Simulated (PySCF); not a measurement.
CH$_{6}$BNO$_{2}$, SMILES `CNB(O)O`.

PySCF calculation, LDA (SVWN)/aug-cc-pVDZ, gas phase; geometry: GFN2-xTB. No frequency check shows the geometry to be a minimum.

Cartesian coordinates (Å):

```
C1      -1.9998   -0.0444   -0.0005
N2      -0.7221    0.6270   -0.0017
B3       0.5420    0.0240   -0.0000
O4       0.6267   -1.3471   -0.0000
O5       1.6362    0.8578    0.0009
H6      -2.5839    0.2211   -0.8818
H7      -2.5796    0.2161    0.8951
H8      -1.8193   -1.1159   -0.0037
H9      -0.7780    1.6318   -0.0009
H10      1.5149   -1.6996   -0.0001
H11      2.4855    0.4190   -0.0011
```

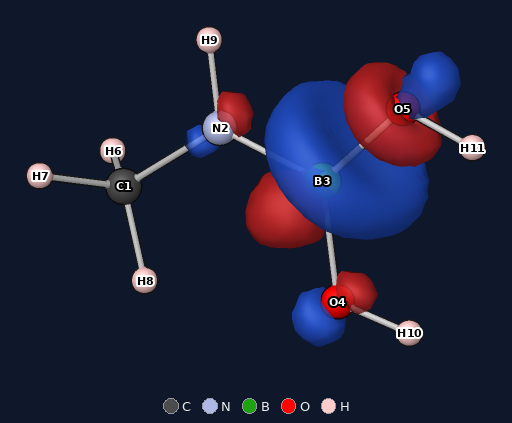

Intrinsic bond orbitals (IBO), occupied and valence-virtual; each surface holds about 70 % of the orbital's density. Energies are diagonal elements of the Fock matrix.

What does this orbital represent?

σ* orbital B3–O5, mostly on B3 (B3 70 %, O5 27 %; 9.8 eV).

How do all the valence pairs divide up?

15 pairs: 10 σ bonds, 4 lone pairs and 1 strongly polarised pair.
